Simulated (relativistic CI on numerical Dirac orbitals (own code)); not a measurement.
**Relativistic CI calculation, with input and output: Mn⁴⁺**

Mn⁴⁺. Computed at this level: charge-transfer multiplet model of a cubic metal-ligand cluster with up to 2 ligand holes, Slater and spin-orbit integrals from Dirac-Coulomb-Breit ions, Slater integrals scaled by 0.9 (relativistic CI on numerical Dirac orbitals, in-house).

### Input file
```
cluster ion=Mn4+ d3 ligand_holes=2 slater_scale=0.9
Delta=2.7 Udd=5.7 Upd=6.3 tenDq=1.95 tenDqL=1 Veg=2.95 Vt2g=-1.29 red=0.9
spectrum xps 3s T=20 lorentz=1.4 gauss=0.8
```

Hardware: 1 CPU thread, shared host.

The run was one of a batch that the task file lists, launched with:
```bash
python <driver script> task.json out
```

The program writes its results to a structured record and prints no log; tables and figures of this report are taken from that record.

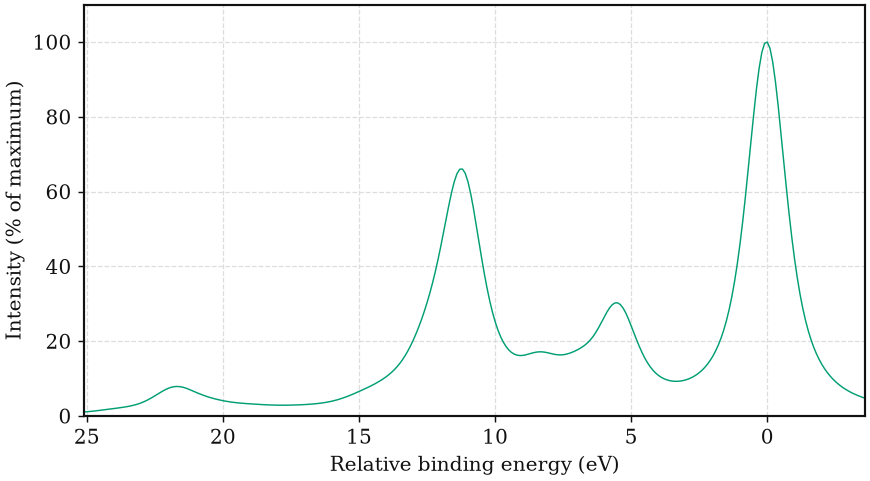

3s photoemission of nominal Mn⁴⁺ (d³) with U_dd = 5.7, U_pd = 6.3, 10Dq = 1.95 (ligand 1), V(eg) = 2.95, V(t2g) = −1.29 eV, final-state hopping scaled by 0.9. Charge-transfer multiplet model of a cubic metal–ligand cluster, up to 2 ligand holes (L), atomic integrals computed for Dirac–Coulomb–Breit ions and scaled by 0.9, 20 K, Voigt broadening (Lorentzian 1.4 eV, Gaussian 0.8 eV). Energies are counted from the highest peak in the lower part of the range. Δ = 2.7 eV, below U_dd, on the charge-transfer side of the Zaanen–Sawatzky–Allen scheme. The ground state is 42 % d³, 48 % d⁴L and 9 % d⁵L², with 3.67 d electrons and S = 1.50. The main maxima lie at 0.0 eV (100), 5.5 eV (30), 8.3 eV (17), 11.2 eV (66) and 21.7 eV (8), heights in % of the largest.

### Key numbers

- outcome: converged
- CPU time: 5 s

### Notes

Limits: exchange splitting of an s hole is too large without intra-shell correlation.
